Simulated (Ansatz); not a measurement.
# C₃H₅FO: up Jacob's ladder to CCSD(T), part 1 of 2

Aim: compute C₃H₅FO with functionals from several rungs and with coupled cluster. The yardstick is the atomisation energy at the CCSD(T) limit.

Method: functionals in def2-TZVPP, the program's frozen cores in correlated methods; program: Ansatz 0.2.0, Gaussian basis.

Levels to be run: LDA (SPW92), PBE-D4, revPBE-D4, BLYP-D4, r2SCAN-D4, B97M-V, PBE0-D4, B3LYP-D4, r2SCANh-D4, r2SCAN0-D4, HSE06-D4, BHLYP-D4, CAM-B3LYP-D4, LC-ωPBE, ωB97X-V, ωB97M-V, B2PLYP, PBE-QIDH; CCSD(T)/def2-SVP; CCSD(T)/def2-TZVPP; MP2/def2-QZVPP; extrapolation to the limit; RPA on PBE.

**1. Structure used throughout**

An earlier PBE0-D4 in a triple-zeta def2 set relaxation fixed the geometry.

10 atoms, charge 0, spin multiplicity 1.

Atoms are counted from 1 here; the program's logs count them from 0.

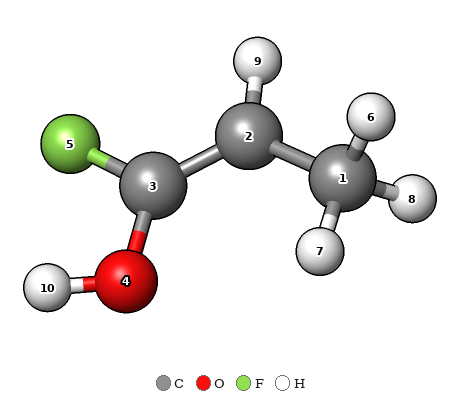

The geometry (carbon grey, oxygen red, fluorine green, hydrogen white); atoms are numbered from 1 in the order of the file.

Geometry (Å):

```xyz
10
charge 0, multiplicity 1
C    -1.1426   -0.7938    0.0973
C    -0.2004    0.2348    0.6212
C     0.9026    0.6083   -0.0031
O     1.3748    0.1088   -1.1521
F     1.7115    1.5559    0.4930
H    -2.1582   -0.3946    0.0193
H    -0.8397   -1.1414   -0.8907
H    -1.1907   -1.6645    0.7587
H    -0.3967    0.7125    1.5726
H     2.0225    0.7228   -1.5132
```

**2. LDA**

This LDA is Slater exchange with PW92 correlation.

in.yaml reads:

```yaml
crystal:
  periodic: [false, false, false]
  atoms:
    - {symbol: C, position_ang: [-1.142616, -0.793807, 0.097320]}
    - {symbol: C, position_ang: [-0.200441, 0.234780, 0.621197]}
    - {symbol: C, position_ang: [0.902564, 0.608269, -0.003097]}
    - {symbol: O, position_ang: [1.374815, 0.108832, -1.152088]}
    - {symbol: F, position_ang: [1.711521, 1.555874, 0.492991]}
    - {symbol: H, position_ang: [-2.158174, -0.394566, 0.019322]}
    - {symbol: H, position_ang: [-0.839692, -1.141369, -0.890663]}
    - {symbol: H, position_ang: [-1.190728, -1.664483, 0.758687]}
    - {symbol: H, position_ang: [-0.396709, 0.712456, 1.572615]}
    - {symbol: H, position_ang: [2.022460, 0.722813, -1.513183]}
basis:
  gaussian: {orbitals: def2-TZVPP}
hamiltonian: {xc: lda}
output: {orbitals: {seedname: orbitals}}
```

Command:

```sh
$ ansatz run in.yaml --threads 4 --pin off --events-out ev --progress --plain --max-ram 10444MiB
```

Output:

```text
Functional definition: SPW92
  name "SPW92"
  cite "Dirac, Proc. Camb. Phil. Soc. 26, 376 (1930) doi:10.1017/S0305004100016108"
  cite "Slater, Phys. Rev. 81, 385 (1951) doi:10.1103/PhysRev.81.385"
  cite "Perdew & Wang, Phys. Rev. B 45, 13244 (1992) doi:10.1103/PhysRevB.45.13244"
  exchange = slater_x
  correlation = pw_c
1142 factors; their error is unknown
mean field evaluation 1: about -7882.9289 eV, gradient 8.4e1 eV
mean field evaluation 2: about -7851.7363 eV, gradient 1.4e2 eV
mean field evaluation 4: about -7897.3684 eV, gradient 1.5e1 eV
mean field evaluation 8: about -7897.7891 eV, gradient 2.1e-1 eV
mean field evaluation 16: about -7897.7634 eV, gradient 3.5e-4 eV
mean field -7897.76344704 eV, -290.2374533822 hartree, gradient 8.1e-5 eV, S^2 0.000000; 0 other end points of the search recorded, 0 dependent functions left out
reference -7897.76348103 eV, -290.2374546313 hartree; 20, 20 occupied and 205, 205 virtual orbitals, 1142 factors
Total energy: -7897.76348103 eV, -290.2374546313 hartree
```

It took 0.6 s on 4 threads of Intel Xeon 6975P-C, shared host.

With the free atoms at this level, -7848.199 eV in sum, the atomisation energy is 4782.2 kJ/mol. HOMO -5.45 eV, LUMO -0.04 eV.

**3. PBE-D4 (GGA)**

in.yaml, as its differences from that of step 2:

```diff
@@ -15,3 +15,3 @@
   gaussian: {orbitals: def2-TZVPP}
-hamiltonian: {xc: lda}
-output: {orbitals: {seedname: orbitals}}
+hamiltonian: {xc: pbe, dispersion: d4}
+output: {forces: true, orbitals: {seedname: orbitals}}
```

Launched as before.

Output, shortened:

```text
Functional definition: PBE
  name "PBE"
  cite "Perdew, Burke & Ernzerhof, Phys. Rev. Lett. 77, 3865 (1996) doi:10.1103/PhysRevLett.77.3865"
  parent pbe
[...]
1142 factors; their error is unknown
[...]
mean field -7950.29994005 eV, -292.1681338901 hartree, gradient 2.7e-5 eV, S^2 0.000000; 0 other end points of the search recorded, 0 dependent functions left out
[...]
reference -7950.29997722 eV, -292.1681352558 hartree; 20, 20 occupied and 205, 205 virtual orbitals, 1142 factors
Total energy: -7950.45333633 eV, -292.1737710994 hartree
Atom 0 at    -1.142616    -0.793807     0.097320 Å, force     0.014443     0.036556     0.027237 eV/Å
Atom 1 at    -0.200441     0.234780     0.621197 Å, force    -0.438310    -0.169442     0.218702 eV/Å
Atom 2 at     0.902564     0.608269    -0.003097 Å, force    -0.027100    -0.051985    -0.094012 eV/Å
Atom 3 at     1.374815     0.108832    -1.152088 Å, force    -0.098366    -0.582646    -0.430152 eV/Å
Atom 4 at     1.711521     1.555874     0.492991 Å, force     0.492738     0.609839     0.338557 eV/Å
Atom 5 at    -2.158174    -0.394566     0.019322 Å, force    -0.220938     0.058997    -0.019152 eV/Å
Atom 6 at    -0.839692    -1.141369    -0.890663 Å, force     0.047673    -0.081279    -0.199804 eV/Å
Atom 7 at    -1.190728    -1.664483     0.758687 Å, force    -0.030051    -0.191172     0.123289 eV/Å
Atom 8 at    -0.396709     0.712456     1.572615 Å, force    -0.051564     0.087177     0.206067 eV/Å
Atom 9 at     2.022460     0.722813    -1.513183 Å, force     0.311475     0.283955    -0.170731 eV/Å
Dipole moment:     0.058298     0.052898    -0.160291 e Å
```

It took 1.1 s on 4 threads of Intel Xeon 6975P-C, shared host.

Atomisation energy: 4224.4 kJ/mol (free atoms -7906.671 eV, run apart). HOMO -5.27 eV, LUMO 0.08 eV.

**4. revPBE-D4 (GGA)**

in.yaml, as its differences from that of step 3:

```diff
@@ -15,3 +15,3 @@
   gaussian: {orbitals: def2-TZVPP}
-hamiltonian: {xc: pbe, dispersion: d4}
-output: {forces: true, orbitals: {seedname: orbitals}}
+hamiltonian: {xc: {name: revPBE}, dispersion: d4}
+output: {orbitals: {seedname: orbitals}}
```

Launched as before.

Output:

```text
Functional definition: revPBE
  name "revPBE"
  cite "Zhang & Yang, Phys. Rev. Lett. 80, 890 (1998) doi:10.1103/PhysRevLett.80.890"
  cite "Perdew, Burke & Ernzerhof, Phys. Rev. Lett. 77, 3865 (1996) doi:10.1103/PhysRevLett.77.3865"
  parameter kappa = 1.245
  parameter beta = 0.06672455060314922
  exchange = pbe_x(kappa = kappa, mu = beta*pi^2/3)
  correlation = pbe_c(beta = beta)
1142 factors; their error is unknown
mean field evaluation 1: about -7943.5049 eV, gradient 7.9e1 eV
mean field evaluation 2: about -7917.3493 eV, gradient 1.3e2 eV
mean field evaluation 4: about -7956.4519 eV, gradient 1.3e1 eV
mean field evaluation 8: about -7956.7686 eV, gradient 3.1e-1 eV
mean field evaluation 16: about -7956.7406 eV, gradient 2.5e-3 eV
mean field -7956.74055408 eV, -292.4048220899 hartree, gradient 8.3e-5 eV, S^2 0.000000; 0 other end points of the search recorded, 0 dependent functions left out
reference -7956.74060089 eV, -292.4048238103 hartree; 20, 20 occupied and 205, 205 virtual orbitals, 1142 factors
Total energy: -7957.29711498 eV, -292.4252753259 hartree
```

Wall time 0.85 s (4 threads of Intel Xeon 6975P-C, shared host).

Atomisation energy: 4100.6 kJ/mol (free atoms -7914.798 eV, run apart). HOMO -5.20 eV, LUMO 0.13 eV.

**5. BLYP-D4 (GGA)**

in.yaml, as its differences from that of step 4:

```diff
@@ -15,3 +15,3 @@
   gaussian: {orbitals: def2-TZVPP}
-hamiltonian: {xc: {name: revPBE}, dispersion: d4}
+hamiltonian: {xc: {name: BLYP}, dispersion: d4}
 output: {orbitals: {seedname: orbitals}}
```

Same command.

Output:

```text
Functional definition: BLYP
  name "BLYP"
  cite "Becke, Phys. Rev. A 38, 3098 (1988) doi:10.1103/PhysRevA.38.3098"
  cite "Lee, Yang & Parr, Phys. Rev. B 37, 785 (1988) doi:10.1103/PhysRevB.37.785"
  parameter beta = 0.0042
  parameter a = 0.04918
  parameter b = 0.132
  parameter c = 0.2533
  parameter d = 0.349
  exchange = b88_x(beta = beta)
  correlation = lyp_c(a = a, b = b, c = c, d = d)
1142 factors; their error is unknown
mean field evaluation 1: about -7941.9523 eV, gradient 8.6e1 eV
mean field evaluation 2: about -7909.3768 eV, gradient 1.4e2 eV
mean field evaluation 4: about -7956.7964 eV, gradient 1.6e1 eV
mean field evaluation 8: about -7957.2459 eV, gradient 2.1e-1 eV
mean field evaluation 16: about -7957.2159 eV, gradient 2.9e-4 eV
mean field -7957.21591189 eV, -292.4222911672 hartree, gradient 3.2e-5 eV, S^2 0.000000; 0 other end points of the search recorded, 0 dependent functions left out
reference -7957.21624579 eV, -292.4223034379 hartree; 20, 20 occupied and 205, 205 virtual orbitals, 1142 factors
Total energy: -7957.56492372 eV, -292.4351171155 hartree
```

Wall time 0.9 s (4 threads of Intel Xeon 6975P-C, shared host).

With the free atoms at this level, -7915.070 eV in sum, the atomisation energy is 4100.2 kJ/mol. HOMO -5.16 eV, LUMO 0.00 eV.

**6. r2SCAN-D4 (meta-GGA)**

in.yaml, as its differences from that of step 5:

```diff
@@ -15,3 +15,3 @@
   gaussian: {orbitals: def2-TZVPP}
-hamiltonian: {xc: {name: BLYP}, dispersion: d4}
-output: {orbitals: {seedname: orbitals}}
+hamiltonian: {xc: r2scan, dispersion: d4}
+output: {forces: true, orbitals: {seedname: orbitals}}
```

Same command.

Output, shortened:

```text
Functional definition: r2SCAN
  name "r2SCAN"
  cite "Furness, Kaplan, Ning, Perdew & Sun, J. Phys. Chem. Lett. 11, 8208 (2020) doi:10.1021/acs.jpclett.0c02405"
  cite "Furness, Kaplan, Ning, Perdew & Sun, J. Phys. Chem. Lett. 11, 9248 (2020) doi:10.1021/acs.jpclett.0c03077"
  parent r2scan
[...]
1142 factors; their error is unknown
[...]
mean field -7955.18397427 eV, -292.3476188372 hartree, gradient 3.4e-5 eV, S^2 0.000000; 0 other end points of the search recorded, 0 dependent functions left out
[...]
reference -7955.18398450 eV, -292.3476192131 hartree; 20, 20 occupied and 205, 205 virtual orbitals, 1142 factors
Total energy: -7955.22258327 eV, -292.3490376918 hartree
Atom 0 at    -1.142616    -0.793807     0.097320 Å, force    -0.044271    -0.058922    -0.042655 eV/Å
Atom 1 at    -0.200441     0.234780     0.621197 Å, force    -0.166320    -0.005195     0.174179 eV/Å
Atom 2 at     0.902564     0.608269    -0.003097 Å, force    -0.111197    -0.078186    -0.028161 eV/Å
Atom 3 at     1.374815     0.108832    -1.152088 Å, force     0.062827    -0.142654    -0.241481 eV/Å
Atom 4 at     1.711521     1.555874     0.492991 Å, force     0.237811     0.276397     0.138118 eV/Å
Atom 5 at    -2.158174    -0.394566     0.019322 Å, force     0.002555    -0.016254     0.001315 eV/Å
Atom 6 at    -0.839692    -1.141369    -0.890663 Å, force    -0.008326     0.003695     0.018938 eV/Å
Atom 7 at    -1.190728    -1.664483     0.758687 Å, force    -0.012989     0.000487    -0.011322 eV/Å
Atom 8 at    -0.396709     0.712456     1.572615 Å, force     0.004869    -0.006758    -0.008404 eV/Å
Atom 9 at     2.022460     0.722813    -1.513183 Å, force     0.035041     0.027391    -0.000527 eV/Å
Dipole moment:     0.053460     0.050006    -0.163774 e Å
```

Run time: 1.6 s. Hardware: 4 threads of Intel Xeon 6975P-C, shared host.

With the free atoms at this level, -7912.653 eV in sum, the atomisation energy is 4107.3 kJ/mol. HOMO -5.48 eV, LUMO 0.58 eV.

**7. B97M-V (meta-GGA)**

in.yaml, as its differences from that of step 6:

```diff
@@ -15,3 +15,3 @@
   gaussian: {orbitals: def2-TZVPP}
-hamiltonian: {xc: r2scan, dispersion: d4}
-output: {forces: true, orbitals: {seedname: orbitals}}
+hamiltonian: {xc: {name: B97M-V}}
+output: {orbitals: {seedname: orbitals}}
```

Launched as before.

Output, shortened:

```text
Functional definition: B97M-V
  name "B97M-V"
  cite "Mardirossian & Head-Gordon, J. Chem. Phys. 142, 074111 (2015) doi:10.1063/1.4907719"
  cite "Becke, J. Chem. Phys. 107, 8554 (1997) doi:10.1063/1.475007"
  cite "Vydrov & Van Voorhis, J. Chem. Phys. 133, 244103 (2010) doi:10.1063/1.3521275"
  # Of w^i u^j: cxij and so on, Table III.
[...]
  gx(w, u) = cx00 + cx01*u + cx02*u^2 + (cx10 + cx11*u)*w
  gss(w, u) = css00 + css02*u^2 + css10*w + (css32*w^3 + css42*w^4)*u^2
  gos(w, u) = cos00 + cos01*u + cos03*u^3 + cos10*w + cos32*w^3*u^2
[...]
      + integral(e_c_pw_mod_opposite_spin*gos(b97_w_opposite, b97_u_opposite)) + vv10(b, c)
1142 factors; their error is unknown
[...]
mean field -7957.69891781 eV, -292.4400413076 hartree, gradient 3.1e-5 eV, S^2 0.000000; 0 other end points of the search recorded, 0 dependent functions left out
reference -7957.69896932 eV, -292.4400432004 hartree; 20, 20 occupied and 205, 205 virtual orbitals, 1142 factors
Total energy: -7957.69896932 eV, -292.4400432004 hartree
```

It took 2.8 s on 4 threads of Intel Xeon 6975P-C, shared host.

With the free atoms at this level, -7915.302 eV in sum, the atomisation energy is 4090.7 kJ/mol. HOMO -5.53 eV, LUMO 0.38 eV.

**8. PBE0-D4 (hybrid)**

in.yaml, as its differences from that of step 7:

```diff
@@ -15,3 +15,3 @@
   gaussian: {orbitals: def2-TZVPP}
-hamiltonian: {xc: {name: B97M-V}}
+hamiltonian: {xc: pbe0, dispersion: d4}
 output: {orbitals: {seedname: orbitals}}
```

Its log isn't repeated here (it stands with the study of this molecule's fields); it ends on a total energy of -7950.737287 eV.

Atomisation energy: 4117.1 kJ/mol (free atoms -7908.066 eV, run apart). HOMO -6.51 eV, LUMO 0.99 eV.

**9. B3LYP-D4 (hybrid)**

B3LYP here takes the VWN-RPA correlation.

in.yaml, as its differences from that of step 8:

```diff
@@ -15,3 +15,3 @@
   gaussian: {orbitals: def2-TZVPP}
-hamiltonian: {xc: pbe0, dispersion: d4}
-output: {orbitals: {seedname: orbitals}}
+hamiltonian: {xc: {name: B3LYP}, dispersion: d4}
+output: {forces: true, orbitals: {seedname: orbitals}}
```

The command is unchanged.

Output, shortened:

```text
Functional definition: B3LYP
  name "B3LYP"
  cite "Stephens, Devlin, Chabalowski & Frisch, J. Phys. Chem. 98, 11623 (1994) doi:10.1021/j100096a001"
  cite "Becke, Phys. Rev. A 38, 3098 (1988) doi:10.1103/PhysRevA.38.3098"
  cite "Lee, Yang & Parr, Phys. Rev. B 37, 785 (1988) doi:10.1103/PhysRevB.37.785"
  cite "Vosko, Wilk & Nusair, Can. J. Phys. 58, 1200 (1980) doi:10.1139/p80-159"
[...]
1142 factors; their error is unknown
[...]
mean field -7959.39203030 eV, -292.5022620440 hartree, gradient 3.0e-5 eV, S^2 0.000000; 0 other end points of the search recorded, 0 dependent functions left out
[...]
reference -7959.39227523 eV, -292.5022710448 hartree; 20, 20 occupied and 205, 205 virtual orbitals, 1142 factors
Total energy: -7959.63673744 eV, -292.5112548653 hartree
Atom 0 at    -1.142616    -0.793807     0.097320 Å, force    -0.136237    -0.142550    -0.067765 eV/Å
Atom 1 at    -0.200441     0.234780     0.621197 Å, force     0.039627     0.127808     0.154085 eV/Å
Atom 2 at     0.902564     0.608269    -0.003097 Å, force    -0.329194    -0.158171     0.130381 eV/Å
Atom 3 at     1.374815     0.108832    -1.152088 Å, force     0.133379    -0.093978    -0.288754 eV/Å
Atom 4 at     1.711521     1.555874     0.492991 Å, force     0.270704     0.319318     0.168827 eV/Å
Atom 5 at    -2.158174    -0.394566     0.019322 Å, force     0.034175    -0.028863     0.001193 eV/Å
Atom 6 at    -0.839692    -1.141369    -0.890663 Å, force    -0.031089     0.006475     0.051170 eV/Å
Atom 7 at    -1.190728    -1.664483     0.758687 Å, force    -0.009803     0.028173    -0.033486 eV/Å
Atom 8 at    -0.396709     0.712456     1.572615 Å, force    -0.004662    -0.039033    -0.057474 eV/Å
Atom 9 at     2.022460     0.722813    -1.513183 Å, force     0.033100    -0.019178    -0.058176 eV/Å
Dipole moment:     0.036988     0.046937    -0.152622 e Å
```

Wall time 1.8 s (4 threads of Intel Xeon 6975P-C, shared host); peak memory 0.51 GiB.

Atomisation energy: 4084.3 kJ/mol (free atoms -7917.306 eV, run apart). HOMO -6.32 eV, LUMO 0.58 eV.

**10. r2SCANh-D4 (hybrid)**

in.yaml, as its differences from that of step 9:

```diff
@@ -15,3 +15,3 @@
   gaussian: {orbitals: def2-TZVPP}
-hamiltonian: {xc: {name: B3LYP}, dispersion: d4}
-output: {forces: true, orbitals: {seedname: orbitals}}
+hamiltonian: {xc: {name: r2SCANh}, dispersion: d4}
+output: {orbitals: {seedname: orbitals}}
```

Launched as before.

Output, shortened:

```text
Functional definition: r2SCANh
  name "r2SCANh"
  cite "Bursch, Neugebauer, Ehlert & Grimme, J. Chem. Phys. 156, 134105 (2022) doi:10.1063/5.0086040"
  cite "Furness, Kaplan, Ning, Perdew & Sun, J. Phys. Chem. Lett. 11, 8208 (2020) doi:10.1021/acs.jpclett.0c02405"
  cite "Furness, Kaplan, Ning, Perdew & Sun, J. Phys. Chem. Lett. 11, 9248 (2020) doi:10.1021/acs.jpclett.0c03077"
  parent r2scan
[...]
1142 factors; their error is unknown
[...]
mean field -7954.75832366 eV, -292.3319764655 hartree, gradient 1.4e-5 eV, S^2 0.000000; 0 other end points of the search recorded, 0 dependent functions left out
reference -7954.75833303 eV, -292.3319768101 hartree; 20, 20 occupied and 205, 205 virtual orbitals, 1142 factors
Total energy: -7954.79841307 eV, -292.3334497244 hartree
```

Wall time 1.6 s (4 threads of Intel Xeon 6975P-C, shared host).

With the free atoms at this level, -7912.585 eV in sum, the atomisation energy is 4072.9 kJ/mol. HOMO -5.95 eV, LUMO 0.95 eV.

**11. r2SCAN0-D4 (hybrid)**

in.yaml, as its differences from that of step 10:

```diff
@@ -15,3 +15,3 @@
   gaussian: {orbitals: def2-TZVPP}
-hamiltonian: {xc: {name: r2SCANh}, dispersion: d4}
+hamiltonian: {xc: {name: r2SCAN0}, dispersion: d4}
 output: {orbitals: {seedname: orbitals}}
```

Same command.

Output, shortened:

```text
Functional definition: r2SCAN0
  name "r2SCAN0"
  cite "Bursch, Neugebauer, Ehlert & Grimme, J. Chem. Phys. 156, 134105 (2022) doi:10.1063/5.0086040"
  cite "Furness, Kaplan, Ning, Perdew & Sun, J. Phys. Chem. Lett. 11, 8208 (2020) doi:10.1021/acs.jpclett.0c02405"
  cite "Furness, Kaplan, Ning, Perdew & Sun, J. Phys. Chem. Lett. 11, 9248 (2020) doi:10.1021/acs.jpclett.0c03077"
  parent r2scan
[...]
1142 factors; their error is unknown
[...]
mean field -7954.15269747 eV, -292.3097201138 hartree, gradient 1.5e-5 eV, S^2 0.000000; 0 other end points of the search recorded, 0 dependent functions left out
reference -7954.15270558 eV, -292.3097204118 hartree; 20, 20 occupied and 205, 205 virtual orbitals, 1142 factors
Total energy: -7954.19663751 eV, -292.3113348803 hartree
```

Wall time 1.6 s (4 threads of Intel Xeon 6975P-C, shared host).

Atomisation energy: 4023.6 kJ/mol (free atoms -7912.495 eV, run apart). HOMO -6.65 eV, LUMO 1.48 eV.

**12. HSE06-D4 (hybrid)**

HSE06 is the plane-wave form, built on full-range PBE exchange.

in.yaml, as its differences from that of step 11:

```diff
@@ -15,3 +15,3 @@
   gaussian: {orbitals: def2-TZVPP}
-hamiltonian: {xc: {name: r2SCAN0}, dispersion: d4}
+hamiltonian: {xc: hse06, dispersion: d4}
 output: {orbitals: {seedname: orbitals}}
```

The command is unchanged.

Output, shortened:

```text
Functional definition: HSE06
  name "HSE06"
  cite "Heyd, Scuseria & Ernzerhof, J. Chem. Phys. 118, 8207 (2003) doi:10.1063/1.1564060"
  cite "Krukau, Vydrov, Izmaylov & Scuseria, J. Chem. Phys. 125, 224106 (2006) doi:10.1063/1.2404663"
  cite "Heyd & Scuseria, J. Chem. Phys. 120, 7274 (2004) doi:10.1063/1.1668634"
  cite "Ernzerhof & Perdew, J. Chem. Phys. 109, 3313 (1998) doi:10.1063/1.476928"
  cite "Perdew, Burke & Ernzerhof, Phys. Rev. Lett. 77, 3865 (1996) doi:10.1103/PhysRevLett.77.3865"
  parent pbe
[...]
  # The whole range is PBE's own exchange, as in plane waves. The composition of these papers is wPBEh.
[...]
1142 factors; their error is unknown
100 factors; integrals over basis functions are off by at most 3.6e-7 eV
[...]
mean field -7950.22572555 eV, -292.1654065575 hartree, gradient 8.4e-5 eV, S^2 0.000000; 0 other end points of the search recorded, 0 dependent functions left out
reference -7950.22576155 eV, -292.1654078804 hartree; 20, 20 occupied and 205, 205 virtual orbitals, 1142 factors
Total energy: -7950.34263899 eV, -292.1697030470 hartree
```

It took 1.1 s on 4 threads of Intel Xeon 6975P-C, shared host.

With the free atoms at this level, -7907.630 eV in sum, the atomisation energy is 4121.2 kJ/mol. HOMO -6.11 eV, LUMO 0.63 eV.

**13. BHLYP-D4 (hybrid)**

in.yaml, as its differences from that of step 12:

```diff
@@ -15,3 +15,3 @@
   gaussian: {orbitals: def2-TZVPP}
-hamiltonian: {xc: hse06, dispersion: d4}
+hamiltonian: {xc: {name: BHLYP}, dispersion: d4}
 output: {orbitals: {seedname: orbitals}}
```

The command is unchanged.

Output:

```text
Functional definition: BHLYP
  name "BHLYP"
  cite "Becke, J. Chem. Phys. 98, 1372 (1993) doi:10.1063/1.464304"
  cite "Becke, Phys. Rev. A 38, 3098 (1988) doi:10.1103/PhysRevA.38.3098"
  cite "Lee, Yang & Parr, Phys. Rev. B 37, 785 (1988) doi:10.1103/PhysRevB.37.785"
  parameter a = 0.5
  exchange = (1 - a)*b88_x + a*exact_x
  correlation = lyp_c
1310 factors; their error is unknown
mean field evaluation 1: about -7948.8132 eV, gradient 5.6e1 eV
mean field evaluation 2: about -7949.3224 eV, gradient 5.4e1 eV
mean field evaluation 4: about -7955.1111 eV, gradient 2.5e0 eV
mean field evaluation 8: about -7955.1204 eV, gradient 4.3e-2 eV
mean field evaluation 16: about -7955.1722 eV, gradient 8.8e-5 eV
mean field -7955.17224465 eV, -292.3471877813 hartree, gradient 1.9e-5 eV, S^2 0.000000; 0 other end points of the search recorded, 0 dependent functions left out
reference -7955.17240798 eV, -292.3471937838 hartree; 20, 20 occupied and 205, 205 virtual orbitals, 1310 factors
Total energy: -7955.33719382 eV, -292.3532495518 hartree
```

It took 1.1 s on 4 threads of Intel Xeon 6975P-C, shared host.

With the free atoms at this level, -7914.642 eV in sum, the atomisation energy is 3926.5 kJ/mol. HOMO -7.65 eV, LUMO 1.60 eV.

**14. CAM-B3LYP-D4 (range-separated)**

in.yaml, as its differences from that of step 13:

```diff
@@ -15,3 +15,3 @@
   gaussian: {orbitals: def2-TZVPP}
-hamiltonian: {xc: {name: BHLYP}, dispersion: d4}
+hamiltonian: {xc: {name: CAM-B3LYP}, dispersion: d4}
 output: {orbitals: {seedname: orbitals}}
```

The command is unchanged.

Output, shortened:

```text
Functional definition: CAM-B3LYP
  name "CAM-B3LYP"
  cite "Yanai, Tew & Handy, Chem. Phys. Lett. 393, 51 (2004) doi:10.1016/j.cplett.2004.06.011"
  cite "Iikura, Tsuneda, Yanai & Hirao, J. Chem. Phys. 115, 3540 (2001) doi:10.1063/1.1383587"
  cite "Becke, Phys. Rev. A 38, 3098 (1988) doi:10.1103/PhysRevA.38.3098"
  cite "Lee, Yang & Parr, Phys. Rev. B 37, 785 (1988) doi:10.1103/PhysRevB.37.785"
  cite "Vosko, Wilk & Nusair, Can. J. Phys. 58, 1200 (1980) doi:10.1139/p80-159"
[...]
  # Exact exchange under (alpha + beta erf(omega r))/r, Becke's under what is left of 1/r.
[...]
1142 factors; their error is unknown
279 factors; integrals over basis functions are off by at most 1.0e-5 eV
[...]
mean field -7956.22397479 eV, -292.3858381511 hartree, gradient 8.1e-5 eV, S^2 0.000000; 0 other end points of the search recorded, 0 dependent functions left out
reference -7956.22409397 eV, -292.3858425310 hartree; 20, 20 occupied and 205, 205 virtual orbitals, 1142 factors
Total energy: -7956.35013450 eV, -292.3904744351 hartree
```

Run time: 1.2 s. Hardware: 4 threads of Intel Xeon 6975P-C, shared host; peak memory 0.5 GiB.

Atomisation energy: 4109.6 kJ/mol (free atoms -7913.757 eV, run apart). HOMO -7.89 eV, LUMO 1.74 eV.

(Continued in part 2 of 2.)
